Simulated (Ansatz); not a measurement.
# SiO (triplet): PBE, BLYP, r2SCAN, B97M-V, PBE0, B3LYP over vertical spin and charge gaps, def2-QZVPP, part 2 of 2

Ansatz 0.2.0, Gaussian basis; def2-QZVPP, all electrons in the functionals.

## Step 19: B97M-V, charge 0, quintet

File in.yaml:

```yaml
crystal:
  periodic: [false, false, false]
  atoms:
    - {symbol: Si, position_ang: [0.000000, 0.000000, 0.000000]}
    - {symbol: O, position_ang: [0.000000, 0.000000, 1.723500]}
basis:
  gaussian: {orbitals: "def2-QZVPP.json"}
magnetization: {spin_polarized: true, initial_magnetization: 4}
hamiltonian: {xc: {name: B97M-V}}
```

The run is started by

```console
$ ansatz run in.yaml --threads 1 --pin off --events-out ev --progress --plain --max-ram 2393MiB
```

Standard output, cut to the lines that bear on the results:

```text
Functional definition: B97M-V
  name "B97M-V"
  cite "Mardirossian & Head-Gordon, J. Chem. Phys. 142, 074111 (2015) doi:10.1063/1.4907719"
  cite "Becke, J. Chem. Phys. 107, 8554 (1997) doi:10.1063/1.475007"
  cite "Vydrov & Van Voorhis, J. Chem. Phys. 133, 244103 (2010) doi:10.1063/1.3521275"
  # Of w^i u^j: cxij and so on, Table III.
[...]
  gx(w, u) = cx00 + cx01*u + cx02*u^2 + (cx10 + cx11*u)*w
[...]
  gos(w, u) = cos00 + cos01*u + cos03*u^3 + cos10*w + cos32*w^3*u^2
[...]
      + integral(e_c_pw_mod_opposite_spin*gos(b97_w_opposite, b97_u_opposite)) + vv10(b, c)
531 factors; their error is unknown
[...]
mean field -9916.02133177 eV, -364.4070626218 hartree, gradient 4.4e-5 eV, S^2 6.006754; 3 other end points of the search recorded, 0 dependent functions left out
reference -9916.02138288 eV, -364.4070645002 hartree; 13, 9 occupied and 114, 118 virtual orbitals, 531 factors
Total energy: -9916.02138288 eV, -364.4070645002 hartree
```

It took 15 s on 1 thread of Arm Neoverse V1, shared host.

From the report: ⟨S²⟩ of the determinant 6.007 (pure quintet: 6.00).

From charge 0, triplet: +76.2 kcal/mol.

## Step 20: B97M-V, charge 1, doublet

Changes to in.yaml since step 19:

```diff
@@ -7,3 +7,4 @@
   gaussian: {orbitals: "def2-QZVPP.json"}
-magnetization: {spin_polarized: true, initial_magnetization: 4}
+total_charge: 1
+magnetization: {spin_polarized: true, initial_magnetization: 1}
 hamiltonian: {xc: {name: B97M-V}}
```

Launched as before.

Standard output, cut to the lines that bear on the results:

```text
Functional definition: B97M-V
  name "B97M-V"
  cite "Mardirossian & Head-Gordon, J. Chem. Phys. 142, 074111 (2015) doi:10.1063/1.4907719"
  cite "Becke, J. Chem. Phys. 107, 8554 (1997) doi:10.1063/1.475007"
  cite "Vydrov & Van Voorhis, J. Chem. Phys. 133, 244103 (2010) doi:10.1063/1.3521275"
  # Of w^i u^j: cxij and so on, Table III.
[...]
  gx(w, u) = cx00 + cx01*u + cx02*u^2 + (cx10 + cx11*u)*w
[...]
  gos(w, u) = cos00 + cos01*u + cos03*u^3 + cos10*w + cos32*w^3*u^2
[...]
      + integral(e_c_pw_mod_opposite_spin*gos(b97_w_opposite, b97_u_opposite)) + vv10(b, c)
531 factors; their error is unknown
[...]
mean field -9911.73365481 eV, -364.2494933999 hartree, gradient 2.1e-6 eV, S^2 0.757285; 7 other end points of the search recorded, 0 dependent functions left out
reference -9911.73369795 eV, -364.2494949852 hartree; 11, 10 occupied and 116, 117 virtual orbitals, 531 factors
Total energy: -9911.73369795 eV, -364.2494949852 hartree
```

Run time: 28 s. Hardware: 1 thread of Arm Neoverse V1, shared host.

From the report: ⟨S²⟩ of the determinant 0.757 (pure doublet: 0.75).

From charge 0, triplet: +175.1 kcal/mol.

## Step 21: B97M-V, charge 1, quartet

Changes to in.yaml since step 20:

```diff
@@ -8,3 +8,3 @@
 total_charge: 1
-magnetization: {spin_polarized: true, initial_magnetization: 1}
+magnetization: {spin_polarized: true, initial_magnetization: 3}
 hamiltonian: {xc: {name: B97M-V}}
```

Same command.

Standard output, cut to the lines that bear on the results:

```text
Functional definition: B97M-V
  name "B97M-V"
  cite "Mardirossian & Head-Gordon, J. Chem. Phys. 142, 074111 (2015) doi:10.1063/1.4907719"
  cite "Becke, J. Chem. Phys. 107, 8554 (1997) doi:10.1063/1.475007"
  cite "Vydrov & Van Voorhis, J. Chem. Phys. 133, 244103 (2010) doi:10.1063/1.3521275"
  # Of w^i u^j: cxij and so on, Table III.
[...]
  gx(w, u) = cx00 + cx01*u + cx02*u^2 + (cx10 + cx11*u)*w
[...]
  gos(w, u) = cos00 + cos01*u + cos03*u^3 + cos10*w + cos32*w^3*u^2
[...]
      + integral(e_c_pw_mod_opposite_spin*gos(b97_w_opposite, b97_u_opposite)) + vv10(b, c)
531 factors; their error is unknown
[...]
mean field -9908.01056434 eV, -364.1126723486 hartree, gradient 2.4e-6 eV, S^2 3.758119; 9 other end points of the search recorded, 0 dependent functions left out
reference -9908.01061962 eV, -364.1126743801 hartree; 12, 9 occupied and 115, 118 virtual orbitals, 531 factors
Total energy: -9908.01061962 eV, -364.1126743801 hartree
```

Run time: 30 s. Hardware: 1 thread of Arm Neoverse V1, shared host; peak memory 0.25 GiB.

From the report: ⟨S²⟩ of the determinant 3.758 (pure quartet: 3.75).

From charge 0, triplet: +261.0 kcal/mol.

## Step 22: PBE0, charge 0, triplet

File in.yaml:

```yaml
crystal:
  periodic: [false, false, false]
  atoms:
    - {symbol: Si, position_ang: [0.000000, 0.000000, 0.000000]}
    - {symbol: O, position_ang: [0.000000, 0.000000, 1.723500]}
basis:
  gaussian: {orbitals: "def2-QZVPP.json"}
magnetization: {spin_polarized: true, initial_magnetization: 2}
hamiltonian: {xc: {name: PBE0}}
output: {orbitals: {seedname: orbitals}}
```

The command is unchanged.

Standard output, cut to the lines that bear on the results:

```text
Functional definition: PBE0
  name "PBE0"
  cite "Adamo & Barone, J. Chem. Phys. 110, 6158 (1999) doi:10.1063/1.478522"
  cite "Perdew, Burke & Ernzerhof, Phys. Rev. Lett. 77, 3865 (1996) doi:10.1103/PhysRevLett.77.3865"
  parent pbe
[...]
551 factors; their error is unknown
[...]
mean field -9916.61631171 eV, -364.4289277315 hartree, gradient 5.2e-6 eV, S^2 2.013715; 4 other end points of the search recorded, 0 dependent functions left out
reference -9916.61633710 eV, -364.4289286644 hartree; 12, 10 occupied and 115, 117 virtual orbitals, 551 factors
Total energy: -9916.61633710 eV, -364.4289286644 hartree
```

Wall time 14 s (1 thread of Arm Neoverse V1, shared host).

From the report: ⟨S²⟩ of the determinant 2.014 (pure triplet: 2.00).

## Step 23: PBE0, charge 0, singlet

Changes to in.yaml since step 22:

```diff
@@ -7,3 +7,3 @@
   gaussian: {orbitals: "def2-QZVPP.json"}
-magnetization: {spin_polarized: true, initial_magnetization: 2}
+magnetization: {spin_polarized: true, initial_magnetization: 0}
 hamiltonian: {xc: {name: PBE0}}
```

The command is unchanged.

Standard output, cut to the lines that bear on the results:

```text
Functional definition: PBE0
  name "PBE0"
  cite "Adamo & Barone, J. Chem. Phys. 110, 6158 (1999) doi:10.1063/1.478522"
  cite "Perdew, Burke & Ernzerhof, Phys. Rev. Lett. 77, 3865 (1996) doi:10.1103/PhysRevLett.77.3865"
  parent pbe
[...]
551 factors; their error is unknown
[...]
mean field -9919.54967417 eV, -364.5367268133 hartree, gradient 3.3e-6 eV, S^2 0.000000; 1 other end points of the search recorded, 0 dependent functions left out
reference -9919.54969742 eV, -364.5367276679 hartree; 11, 11 occupied and 116, 116 virtual orbitals, 551 factors
Total energy: -9919.54969742 eV, -364.5367276679 hartree
```

Wall time 2.7 s (1 thread of Arm Neoverse V1, shared host).

From the report: ⟨S²⟩ of the determinant 0.000 (pure singlet: 0.00).

From charge 0, triplet: -67.6 kcal/mol.

## Step 24: PBE0, charge 0, quintet

Changes to in.yaml since step 23:

```diff
@@ -7,3 +7,3 @@
   gaussian: {orbitals: "def2-QZVPP.json"}
-magnetization: {spin_polarized: true, initial_magnetization: 0}
+magnetization: {spin_polarized: true, initial_magnetization: 4}
 hamiltonian: {xc: {name: PBE0}}
```

Same command.

Standard output, cut to the lines that bear on the results:

```text
Functional definition: PBE0
  name "PBE0"
  cite "Adamo & Barone, J. Chem. Phys. 110, 6158 (1999) doi:10.1063/1.478522"
  cite "Perdew, Burke & Ernzerhof, Phys. Rev. Lett. 77, 3865 (1996) doi:10.1103/PhysRevLett.77.3865"
  parent pbe
[...]
551 factors; their error is unknown
[...]
mean field -9913.46010377 eV, -364.3129392289 hartree, gradient 3.9e-5 eV, S^2 6.005878; 0 other end points of the search recorded, 0 dependent functions left out
reference -9913.46013068 eV, -364.3129402177 hartree; 13, 9 occupied and 114, 118 virtual orbitals, 551 factors
Total energy: -9913.46013068 eV, -364.3129402177 hartree
```

Run time: 2.4 s. Hardware: 1 thread of Arm Neoverse V1, shared host.

From the report: ⟨S²⟩ of the determinant 6.006 (pure quintet: 6.00).

From charge 0, triplet: +72.8 kcal/mol.

## Step 25: PBE0, charge 1, doublet

Changes to in.yaml since step 24:

```diff
@@ -7,3 +7,4 @@
   gaussian: {orbitals: "def2-QZVPP.json"}
-magnetization: {spin_polarized: true, initial_magnetization: 4}
+total_charge: 1
+magnetization: {spin_polarized: true, initial_magnetization: 1}
 hamiltonian: {xc: {name: PBE0}}
```

Same command.

Standard output, cut to the lines that bear on the results:

```text
Functional definition: PBE0
  name "PBE0"
  cite "Adamo & Barone, J. Chem. Phys. 110, 6158 (1999) doi:10.1063/1.478522"
  cite "Perdew, Burke & Ernzerhof, Phys. Rev. Lett. 77, 3865 (1996) doi:10.1103/PhysRevLett.77.3865"
  parent pbe
[...]
551 factors; their error is unknown
[...]
mean field -9908.85298637 eV, -364.1436307874 hartree, gradient 2.6e-6 eV, S^2 0.755363; 4 other end points of the search recorded, 0 dependent functions left out
reference -9908.85300807 eV, -364.1436315847 hartree; 11, 10 occupied and 116, 117 virtual orbitals, 551 factors
Total energy: -9908.85300807 eV, -364.1436315847 hartree
```

Wall time 12 s (1 thread of Arm Neoverse V1, shared host); peak memory 0.26 GiB.

From the report: ⟨S²⟩ of the determinant 0.755 (pure doublet: 0.75).

From charge 0, triplet: +179.0 kcal/mol.

## Step 26: PBE0, charge 1, quartet

Changes to in.yaml since step 25:

```diff
@@ -8,3 +8,3 @@
 total_charge: 1
-magnetization: {spin_polarized: true, initial_magnetization: 1}
+magnetization: {spin_polarized: true, initial_magnetization: 3}
 hamiltonian: {xc: {name: PBE0}}
```

Same command.

Standard output, cut to the lines that bear on the results:

```text
Functional definition: PBE0
  name "PBE0"
  cite "Adamo & Barone, J. Chem. Phys. 110, 6158 (1999) doi:10.1063/1.478522"
  cite "Perdew, Burke & Ernzerhof, Phys. Rev. Lett. 77, 3865 (1996) doi:10.1103/PhysRevLett.77.3865"
  parent pbe
[...]
551 factors; their error is unknown
[...]
mean field -9905.32453389 eV, -364.0139625502 hartree, gradient 5.7e-6 eV, S^2 3.759977; 2 other end points of the search recorded, 0 dependent functions left out
reference -9905.32456302 eV, -364.0139636209 hartree; 12, 9 occupied and 115, 118 virtual orbitals, 551 factors
Total energy: -9905.32456302 eV, -364.0139636209 hartree
```

Run time: 4.7 s. Hardware: 1 thread of Arm Neoverse V1, shared host.

From the report: ⟨S²⟩ of the determinant 3.760 (pure quartet: 3.75).

From charge 0, triplet: +260.4 kcal/mol.

## Step 27: B3LYP, charge 0, triplet

File in.yaml:

```yaml
crystal:
  periodic: [false, false, false]
  atoms:
    - {symbol: Si, position_ang: [0.000000, 0.000000, 0.000000]}
    - {symbol: O, position_ang: [0.000000, 0.000000, 1.723500]}
basis:
  gaussian: {orbitals: "def2-QZVPP.json"}
magnetization: {spin_polarized: true, initial_magnetization: 2}
hamiltonian: {xc: {name: B3LYP}}
```

The command is unchanged.

Standard output, cut to the lines that bear on the results:

```text
Functional definition: B3LYP
  name "B3LYP"
  cite "Stephens, Devlin, Chabalowski & Frisch, J. Phys. Chem. 98, 11623 (1994) doi:10.1021/j100096a001"
  cite "Becke, Phys. Rev. A 38, 3098 (1988) doi:10.1103/PhysRevA.38.3098"
  cite "Lee, Yang & Parr, Phys. Rev. B 37, 785 (1988) doi:10.1103/PhysRevB.37.785"
  cite "Vosko, Wilk & Nusair, Can. J. Phys. 58, 1200 (1980) doi:10.1139/p80-159"
[...]
546 factors; their error is unknown
[...]
mean field -9922.72571373 eV, -364.6534441143 hartree, gradient 6.4e-6 eV, S^2 2.010311; 5 other end points of the search recorded, 0 dependent functions left out
reference -9922.72589297 eV, -364.6534507015 hartree; 12, 10 occupied and 115, 117 virtual orbitals, 546 factors
Total energy: -9922.72589297 eV, -364.6534507015 hartree
```

Run time: 15 s. Hardware: 1 thread of Arm Neoverse V1, shared host.

From the report: ⟨S²⟩ of the determinant 2.010 (pure triplet: 2.00).

## Step 28: B3LYP, charge 0, singlet

Changes to in.yaml since step 27:

```diff
@@ -7,3 +7,3 @@
   gaussian: {orbitals: "def2-QZVPP.json"}
-magnetization: {spin_polarized: true, initial_magnetization: 2}
+magnetization: {spin_polarized: true, initial_magnetization: 0}
 hamiltonian: {xc: {name: B3LYP}}
```

Launched as before.

Standard output, cut to the lines that bear on the results:

```text
Functional definition: B3LYP
  name "B3LYP"
  cite "Stephens, Devlin, Chabalowski & Frisch, J. Phys. Chem. 98, 11623 (1994) doi:10.1021/j100096a001"
  cite "Becke, Phys. Rev. A 38, 3098 (1988) doi:10.1103/PhysRevA.38.3098"
  cite "Lee, Yang & Parr, Phys. Rev. B 37, 785 (1988) doi:10.1103/PhysRevB.37.785"
  cite "Vosko, Wilk & Nusair, Can. J. Phys. 58, 1200 (1980) doi:10.1139/p80-159"
[...]
546 factors; their error is unknown
[...]
mean field -9925.86164258 eV, -364.7686873742 hartree, gradient 2.0e-6 eV, S^2 0.000000; 0 other end points of the search recorded, 0 dependent functions left out
reference -9925.86182412 eV, -364.7686940458 hartree; 11, 11 occupied and 116, 116 virtual orbitals, 546 factors
Total energy: -9925.86182412 eV, -364.7686940458 hartree
```

Wall time 2.4 s (1 thread of Arm Neoverse V1, shared host).

From the report: ⟨S²⟩ of the determinant 0.000 (pure singlet: 0.00).

From charge 0, triplet: -72.3 kcal/mol.

## Step 29: B3LYP, charge 0, quintet

Changes to in.yaml since step 28:

```diff
@@ -7,3 +7,3 @@
   gaussian: {orbitals: "def2-QZVPP.json"}
-magnetization: {spin_polarized: true, initial_magnetization: 0}
+magnetization: {spin_polarized: true, initial_magnetization: 4}
 hamiltonian: {xc: {name: B3LYP}}
```

The command is unchanged.

Standard output, cut to the lines that bear on the results:

```text
Functional definition: B3LYP
  name "B3LYP"
  cite "Stephens, Devlin, Chabalowski & Frisch, J. Phys. Chem. 98, 11623 (1994) doi:10.1021/j100096a001"
  cite "Becke, Phys. Rev. A 38, 3098 (1988) doi:10.1103/PhysRevA.38.3098"
  cite "Lee, Yang & Parr, Phys. Rev. B 37, 785 (1988) doi:10.1103/PhysRevB.37.785"
  cite "Vosko, Wilk & Nusair, Can. J. Phys. 58, 1200 (1980) doi:10.1139/p80-159"
[...]
546 factors; their error is unknown
[...]
mean field -9919.25054649 eV, -364.5257340740 hartree, gradient 5.2e-5 eV, S^2 6.005952; 0 other end points of the search recorded, 0 dependent functions left out
reference -9919.25072182 eV, -364.5257405171 hartree; 13, 9 occupied and 114, 118 virtual orbitals, 546 factors
Total energy: -9919.25072182 eV, -364.5257405171 hartree
```

It took 2.4 s on 1 thread of Arm Neoverse V1, shared host.

From the report: ⟨S²⟩ of the determinant 6.006 (pure quintet: 6.00).

From charge 0, triplet: +80.1 kcal/mol.

## Step 30: B3LYP, charge 1, doublet

Changes to in.yaml since step 29:

```diff
@@ -7,3 +7,4 @@
   gaussian: {orbitals: "def2-QZVPP.json"}
-magnetization: {spin_polarized: true, initial_magnetization: 4}
+total_charge: 1
+magnetization: {spin_polarized: true, initial_magnetization: 1}
 hamiltonian: {xc: {name: B3LYP}}
```

Launched as before.

Standard output, cut to the lines that bear on the results:

```text
Functional definition: B3LYP
  name "B3LYP"
  cite "Stephens, Devlin, Chabalowski & Frisch, J. Phys. Chem. 98, 11623 (1994) doi:10.1021/j100096a001"
  cite "Becke, Phys. Rev. A 38, 3098 (1988) doi:10.1103/PhysRevA.38.3098"
  cite "Lee, Yang & Parr, Phys. Rev. B 37, 785 (1988) doi:10.1103/PhysRevB.37.785"
  cite "Vosko, Wilk & Nusair, Can. J. Phys. 58, 1200 (1980) doi:10.1139/p80-159"
[...]
546 factors; their error is unknown
[...]
mean field -9915.03665898 eV, -364.3708765642 hartree, gradient 4.0e-6 eV, S^2 0.754903; 4 other end points of the search recorded, 0 dependent functions left out
reference -9915.03683400 eV, -364.3708829961 hartree; 11, 10 occupied and 116, 117 virtual orbitals, 546 factors
Total energy: -9915.03683400 eV, -364.3708829961 hartree
```

Wall time 13 s (1 thread of Arm Neoverse V1, shared host).

From the report: ⟨S²⟩ of the determinant 0.755 (pure doublet: 0.75).

From charge 0, triplet: +177.3 kcal/mol.

## Step 31: B3LYP, charge 1, quartet

Changes to in.yaml since step 30:

```diff
@@ -8,3 +8,3 @@
 total_charge: 1
-magnetization: {spin_polarized: true, initial_magnetization: 1}
+magnetization: {spin_polarized: true, initial_magnetization: 3}
 hamiltonian: {xc: {name: B3LYP}}
```

The command is unchanged.

Standard output, cut to the lines that bear on the results:

```text
Functional definition: B3LYP
  name "B3LYP"
  cite "Stephens, Devlin, Chabalowski & Frisch, J. Phys. Chem. 98, 11623 (1994) doi:10.1021/j100096a001"
  cite "Becke, Phys. Rev. A 38, 3098 (1988) doi:10.1103/PhysRevA.38.3098"
  cite "Lee, Yang & Parr, Phys. Rev. B 37, 785 (1988) doi:10.1103/PhysRevB.37.785"
  cite "Vosko, Wilk & Nusair, Can. J. Phys. 58, 1200 (1980) doi:10.1139/p80-159"
[...]
546 factors; their error is unknown
[...]
mean field -9911.28721943 eV, -364.2330872023 hartree, gradient 3.0e-5 eV, S^2 3.759077; 2 other end points of the search recorded, 0 dependent functions left out
reference -9911.28740539 eV, -364.2330940361 hartree; 12, 9 occupied and 115, 118 virtual orbitals, 546 factors
Total energy: -9911.28740539 eV, -364.2330940361 hartree
```

Wall time 3.6 s (1 thread of Arm Neoverse V1, shared host).

From the report: ⟨S²⟩ of the determinant 3.759 (pure quartet: 3.75).

From charge 0, triplet: +263.8 kcal/mol.

## Step 32: The comparison

No level is safe as a reference over these points; UCCSD(T) serves as a yardstick only. It and the other wave-function rows come from earlier runs at the same points. Energies in kcal/mol, counted from charge 0, triplet; blanks weren't run or aren't comparable.

```tsv
level	triplet to singlet	triplet to quintet	ionisation to the doublet cation	ionisation to the quartet cation
UCCSD(T)		75.3	175.5	262.3
PBE	-78.6	76.3	177.8	260.6
BLYP	-79.9	83.2	173.2	260.4
r2SCAN	-71.3	67.9	180.1	257.4
B97M-V	-71.7	76.2	175.1	261.0
PBE0	-67.6	72.8	179.0	260.4
B3LYP	-72.3	80.1	177.3	263.8
RHF	-30.9	49.8	166.6	236.6
UHF	-26.3	52.2	170.5	236.7
UMP2		71.0	173.2	259.2
```

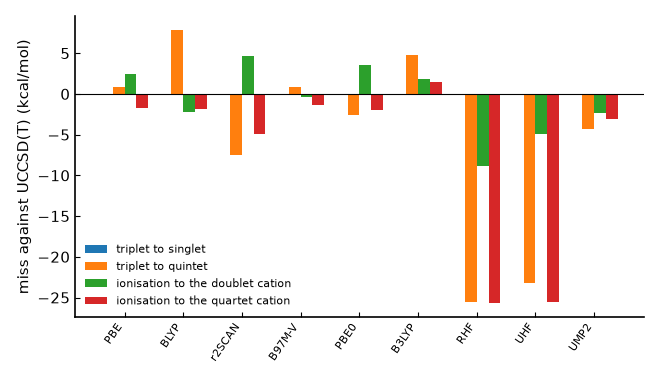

Misses of the gaps against UCCSD(T).

Largest miss and mean time a point (UCCSD(T) took 24 s a point; shared hosts):

```tsv
level	largest miss (kcal/mol)	where	time a point
PBE	+2.4	ionisation to the doublet cation	9.9 s
BLYP	+7.8	triplet to quintet	9.8 s
r2SCAN	-7.5	triplet to quintet	16 s
B97M-V	-1.3	ionisation to the quartet cation	26 s
PBE0	+3.6	ionisation to the doublet cation	7.1 s
B3LYP	+4.8	triplet to quintet	7.2 s
RHF	-25.7	ionisation to the quartet cation	
UHF	-25.6	ionisation to the quartet cation	
UMP2	-4.3	triplet to quintet
```

## Step 33: Results

This closing draws on all 2 parts.

| quantity | value |
| --- | --- |
| triplet to quintet, UCCSD(T) | 75.3 kcal/mol |
| ionisation to the doublet cation, UCCSD(T) | 175.5 kcal/mol |
| ionisation to the quartet cation, UCCSD(T) | 262.3 kcal/mol |
| largest miss, PBE | +2.4 kcal/mol (ionisation to the doublet cation) |
| largest miss, BLYP | +7.8 kcal/mol (triplet to quintet) |
| largest miss, r2SCAN | -7.5 kcal/mol (triplet to quintet) |
| largest miss, B97M-V | -1.3 kcal/mol (ionisation to the quartet cation) |
| largest miss, PBE0 | +3.6 kcal/mol (ionisation to the doublet cation) |
| largest miss, B3LYP | +4.8 kcal/mol (triplet to quintet) |

Misses are known at 3 of 4 points at best, and only functionals with that many are ranked. Of the functionals, B97M-V keep the smallest largest miss at the points compared (at most 1.3 kcal/mol) and BLYP strays most (7.8 kcal/mol, at triplet to quintet). Functionals and the yardstick converge differently with the basis, so part of each miss in def2-QZVPP is the basis. The yardstick itself may be off where one determinant is a poor start.
